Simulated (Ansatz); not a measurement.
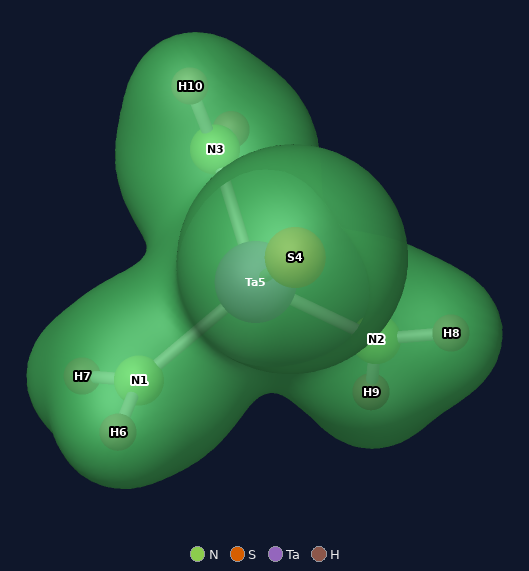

*H6N3STa. Isosurface of the electron density at 0.1 e/Å³ (green), seen at an oblique angle.*

Geometry: PBE0-D4/def2-SVP; core potentials replace the inner electrons of Ta.

These are results of Ansatz, isolated molecule in a Gaussian basis; Kohn-Sham density functional theory, functional PBE0, not measurements.

```json
{"atom": "N", "x (Å)": "-1.6720", "y (Å)": "0.7871", "z (Å)": "0.2459"}
{"atom": "N", "x (Å)": "0.3742", "y (Å)": "-1.6052", "z (Å)": "0.9006"}
{"atom": "N", "x (Å)": "0.9457", "y (Å)": "0.3677", "z (Å)": "-1.5729"}
{"atom": "S", "x (Å)": "1.3637", "y (Å)": "1.5903", "z (Å)": "1.5882"}
{"atom": "Ta", "x (Å)": "0.2365", "y (Å)": "0.2657", "z (Å)": "0.2714"}
{"atom": "H", "x (Å)": "-2.1330", "y (Å)": "1.3342", "z (Å)": "0.9691"}
{"atom": "H", "x (Å)": "-2.2737", "y (Å)": "0.7301", "z (Å)": "-0.5721"}
{"atom": "H", "x (Å)": "1.1107", "y (Å)": "-1.9602", "z (Å)": "1.5058"}
{"atom": "H", "x (Å)": "-0.3758", "y (Å)": "-2.2897", "z (Å)": "0.8411"}
{"atom": "H", "x (Å)": "1.4924", "y (Å)": "1.1423", "z (Å)": "-1.9415"}
{"atom": "H", "x (Å)": "0.9966", "y (Å)": "-0.4196", "z (Å)": "-2.2149"}
```

**What does this surface tell about the bonding?**

At this value the surface is in one piece. It bridges the sampled Ta–N (1.98 Å), Ta–S (2.18 Å) and N–H (1.02 Å) contacts, where the density stays above the isovalue. On the grid the lowest density along these lines, outside the cores, is 0.93 e/Å³ (Ta–N, 1.98 Å), 0.93 e/Å³ (Ta–S, 2.18 Å) and 2.2 e/Å³ (N–H, 1.02 Å).
